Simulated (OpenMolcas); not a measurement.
**One shape, several levels: triplet Si2H3F3**

We compute a comparison of 6 runs (UHF/cc-pVDZ, UB3LYP/6-31G*, UM06-L/cc-pVDZ, UPBE/cc-pVDZ, USVWN5/cc-pVDZ, UTPSS/cc-pVDZ) of triplet Si2H3F3. 

The calculation is run with OpenMolcas 26.06.

1 further run of the same task is left out (set aside as unsound or not needed).

### 1 The system as given

The species is Si2H3F3 (8 atoms), meant as a triplet with charge 0. SMILES of the parent species: `F[Si](F)(F)[SiH3]`. The coordinates come from a PBE0-D4/def2-TZVP relaxation. That shape belongs to the parent species and isn't relaxed for this state.

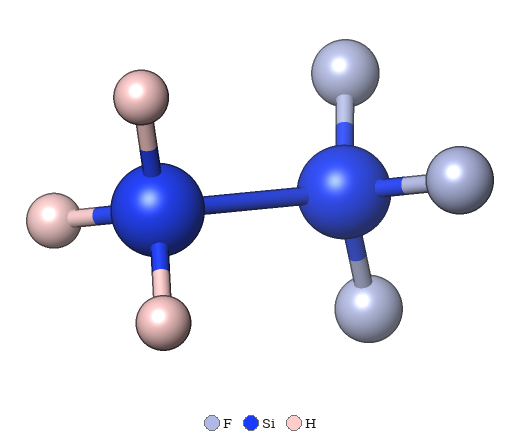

Viewed from a chosen angle; fluorine light blue, silicon blue, hydrogen pink.

### 2 A single-point energy at UHF/cc-pVDZ (run 1)

The input, job.input:

```
&GATEWAY
 BasLib=$CurrDir
 Coord
 8
 angstrom
 F        1.310500      -1.060500       1.504800
 Si       0.534400      -0.990500       0.128500
 F       -0.479300      -2.204500       0.107900
 F        1.595600      -1.255900      -1.013900
 Si      -0.550700       1.050400      -0.152600
 H       -1.525600       1.227900       0.951900
 H        0.460600       2.135800      -0.122800
 H       -1.253300       1.040400      -1.459500
 Basis=cc-pVDZ
 Group=NoSym

&SEWARD

&SCF
 UHF
 Spin=3
 Thresholds=1e-10 1e-07 1e-07 1e-05
 PrOrbitals=1 2
```

The basis set cc-pVDZ is read from a file made from the Basis Set Exchange's data (not shown).

Launch:

```
$ export MOLCAS_MEM=1860
$ pymolcas job.input > job.log
```

Standard output:

```text
--- Start Module: gateway ---
[...]
--- Stop Module: gateway /rc=_RC_ALL_IS_WELL_ ---
--- Start Module: seward ---
[...]
      Basis functions           93
--- Stop Module: seward /rc=_RC_ALL_IS_WELL_ ---
[...]
--- Start Module: scf ---
[...]
       Convergence after  38 Iterations
[...]
::    Total SCF energy                               -877.8473246487
[...]
      Total spin, S                                     1.0031121699
[...]
      Total electronic charge=   58.000000
      Total            charge=   -0.000000
[...]
      Dipole Moment (debye):
      Origin of the operator (angstrom)=    0.3735   -0.6879    0.0868
                   X= -1.2177E+00               Y=  2.3248E+00               Z= -3.4326E-01           Total=  2.6467E+00
      Quadrupole Moment (debye*angstrom):
[...]
--- Stop Module: scf /rc=_RC_ALL_IS_WELL_ ---
[...]
```

Wall time 29 s (1 thread of AMD EPYC 7R43 (Zen 3), shared host); peak memory 0.51 GiB.

### 3 A single-point energy at UB3LYP/6-31G(d) (spherical functions) (run 2)

The input, struct.xyz:

```xyz
8

F      1.310500    -1.060500     1.504800
Si     0.534400    -0.990500     0.128500
F     -0.479300    -2.204500     0.107900
F      1.595600    -1.255900    -1.013900
Si    -0.550700     1.050400    -0.152600
H     -1.525600     1.227900     0.951900
H      0.460600     2.135800    -0.122800
H     -1.253300     1.040400    -1.459500
```

The input, test.inp:

```
&gateway
  baslib
  $CurrDir
  coord
  struct.xyz
  basis
  6-31Gs
  group
  NoSym

&seward
  gridinput
  Grid=UltraFine
  End of Grid

&scf
  uhf
  spin
  3
  ksdft
  B3LYP
  thresholds
  1e-10 1e-07 1e-07 1e-05
  prorbitals
  1
```

The basis set 6-31G* is read from a file made from the Basis Set Exchange's data (not shown).

Launch:

```
$ export MOLCAS_MEM=1860
$ pymolcas test.inp > test.log
```

Standard output:

```text
--- Start Module: gateway ---
[...]
--- Stop Module: gateway /rc=_RC_ALL_IS_WELL_ ---
--- Start Module: seward ---
[...]
      Basis functions           84
--- Stop Module: seward /rc=_RC_ALL_IS_WELL_ ---
[...]
--- Start Module: scf ---
[...]
       Convergence after  32 Iterations
[...]
::    Total KS-DFT energy                            -880.2288783174
[...]
      Total spin, S                                     1.0009733457
[...]
      Total electronic charge=   58.000000
      Total            charge=   -0.000000
[...]
      Dipole Moment (debye):
      Origin of the operator (angstrom)=    0.3735   -0.6879    0.0868
                   X= -6.7626E-01               Y=  1.5230E+00               Z= -3.7754E-01           Total=  1.7087E+00
      Quadrupole Moment (debye*angstrom):
[...]
--- Stop Module: scf /rc=_RC_ALL_IS_WELL_ ---
[...]
```

It took 80 s on 1 thread of AMD EPYC 7R43 (Zen 3), shared host; peak memory 0.46 GiB.

Runs 3 to 4 aren't shown in full; the table further down has their settings and results.

### 4 A single-point energy at USVWN5/cc-pVDZ (run 5)

The input, calc.inp:

```
&GATEWAY
  BasLib = $CurrDir
  Coord
  8
  angstrom
  F        1.310500      -1.060500       1.504800
  Si       0.534400      -0.990500       0.128500
  F       -0.479300      -2.204500       0.107900
  F        1.595600      -1.255900      -1.013900
  Si      -0.550700       1.050400      -0.152600
  H       -1.525600       1.227900       0.951900
  H        0.460600       2.135800      -0.122800
  H       -1.253300       1.040400      -1.459500
  Basis = cc-pVDZ
  Group = NoSym

&SEWARD
  GridInput
  Grid=UltraFine
  End of Grid

&SCF
  UHF
  Spin = 3
  KSDFT = SVWN5
  Thresholds = 1e-10 1e-07 1e-07 1e-05
  PrOrbitals = 1 1
```

The basis set cc-pVDZ is read from a file made from the Basis Set Exchange's data (not shown).

Launch:

```
$ export MOLCAS_MEM=1860
$ pymolcas calc.inp > calc.log
```

Standard output:

```text
--- Start Module: gateway ---
[...]
--- Stop Module: gateway /rc=_RC_ALL_IS_WELL_ ---
--- Start Module: seward ---
[...]
      Basis functions           93
--- Stop Module: seward /rc=_RC_ALL_IS_WELL_ ---
[...]
--- Start Module: scf ---
[...]
       Convergence after  40 Iterations
[...]
::    Total KS-DFT energy                            -876.0040761114
[...]
      Total spin, S                                     1.0005909633
[...]
      Total electronic charge=   58.000000
      Total            charge=   -0.000000
[...]
      Dipole Moment (debye):
      Origin of the operator (angstrom)=    0.3735   -0.6879    0.0868
                   X= -7.0096E-01               Y=  1.3074E+00               Z= -1.9047E-01           Total=  1.4957E+00
      Quadrupole Moment (debye*angstrom):
[...]
--- Stop Module: scf /rc=_RC_ALL_IS_WELL_ ---
[...]
```

Wall time 84 s (1 thread of AMD EPYC 7R43 (Zen 3), shared host); peak memory 0.51 GiB.

### 5 A single-point energy at UTPSS/cc-pVDZ (run 6)

The input, job.input:

```
>>> EXPORT MOLCAS_PRINT=2
&GATEWAY
BasLib
$CurrDir
BasisSet
F.cc-pVDZ....
F1 1.310500 -1.060500 1.504800 angstrom
F3 -0.479300 -2.204500 0.107900 angstrom
F4 1.595600 -1.255900 -1.013900 angstrom
End of Basis
BasisSet
Si.cc-pVDZ....
Si2 0.534400 -0.990500 0.128500 angstrom
Si5 -0.550700 1.050400 -0.152600 angstrom
End of Basis
BasisSet
H.cc-pVDZ....
H6 -1.525600 1.227900 0.951900 angstrom
H7 0.460600 2.135800 -0.122800 angstrom
H8 -1.253300 1.040400 -1.459500 angstrom
End of Basis
&SEWARD
GridInput
Grid=UltraFine
End of Grid
&SCF
UHF
Spin
3
KSDFT
2
1.0 MGGA_X_TPSS
1.0 MGGA_C_TPSS
Thresholds
1e-10 1e-07 1e-07 1e-05
PrOrbitals
1
```

The basis set cc-pVDZ is read from a file made from the Basis Set Exchange's data (not shown).

Launch:

```
$ export MOLCAS_MEM=1860
$ pymolcas job.input > job.log
```

Standard output:

```text
--- Start Module: gateway ---
[...]
--- Stop Module: gateway /rc=_RC_ALL_IS_WELL_ ---
--- Start Module: seward ---
[...]
      Basis functions           93
--- Stop Module: seward /rc=_RC_ALL_IS_WELL_ ---
[...]
--- Start Module: scf ---
[...]
       Convergence after  31 Iterations
[...]
::    Total KS-DFT energy                            -880.3095711452
[...]
      Total spin, S                                     1.0012622071
[...]
      Total electronic charge=   58.000000
      Total            charge=   -0.000000
[...]
      Dipole Moment (debye):
      Origin of the operator (angstrom)=    0.3735   -0.6879    0.0868
                   X= -6.7023E-01               Y=  1.2567E+00               Z= -1.7777E-01           Total=  1.4353E+00
      Quadrupole Moment (debye*angstrom):
[...]
--- Stop Module: scf /rc=_RC_ALL_IS_WELL_ ---
[...]
```

Run time: 2.4 min. Hardware: 1 thread of AMD EPYC 7R43 (Zen 3), shared host; peak memory 0.51 GiB.

### 6 Overview of the runs

| run | level | integration grid | energy (Eh) | dipole moment (D) | HOMO energy (eV) | ⟨S²⟩ | wall time |
| --- | --- | --- | --- | --- | --- | --- | --- |
| 1 | UHF/cc-pVDZ | – | -877.847325 | 2.65 | -5.04 | 2.009 | 29 s |
| 2 | UB3LYP/6-31G* (spherical functions) | UltraFine | -880.228878 | 1.71 | -2.15 | 2.003 | 80 s |
| 3 | UM06-L/cc-pVDZ | UltraFine | -880.199068 | 1.80 | -1.78 | 2.004 | 2.7 min |
| 4 | UPBE/cc-pVDZ | UltraFine | -879.651471 | 1.39 | -1.73 | 2.003 | 2 min |
| 5 | USVWN5/cc-pVDZ | UltraFine | -876.004076 | 1.50 | -1.70 | 2.002 | 84 s |
| 6 | UTPSS/cc-pVDZ | UltraFine | -880.309571 | 1.44 | -1.82 | 2.004 | 2.4 min |

### 7 Outcome

| quantity | value |
| --- | --- |
| run 6: total energy | -880.30957 Eh |
| run 6: dipole moment | 1.44 D |
| run 6: HOMO energy (highest over α and β) | -1.82 eV |
| run 6: ⟨S²⟩ | 2.004 |

What this shows: The dipole moment (its size) runs from 1.39 D (UPBE/cc-pVDZ) to 2.65 D (UHF/cc-pVDZ). Totals of different functionals can't be ranked against each other. All runs together took 10 min, the longest 2.7 min.
